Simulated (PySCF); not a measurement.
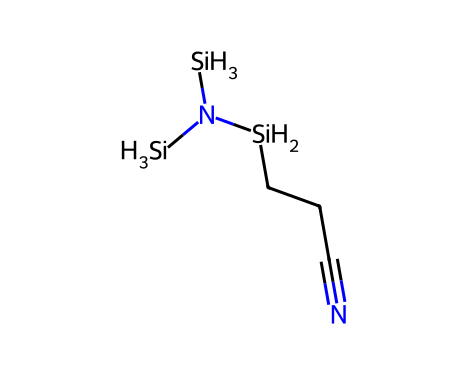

Computed geometry: GFN2-xTB optimisation. No frequency run is at hand to confirm it as a minimum. Properties computed with PBE0/pcSseg-1, gas phase (PySCF 2.14.0).

What does the calculation give?

The species is C3H12N2Si3 (`N#CCC[SiH2]N([SiH3])[SiH3]`).
- dipole moment: 3.70 D
- HOMO energy (Kohn–Sham orbital): −7.60 eV
- LUMO energy (Kohn–Sham orbital): −0.28 eV
- HOMO–LUMO gap: 7.32 eV

The geometry is semi-empirical. Around Si such bond lengths and angles can be off by a tenth of an ångström or more and by several degrees, and values that hang on the shape move with them.
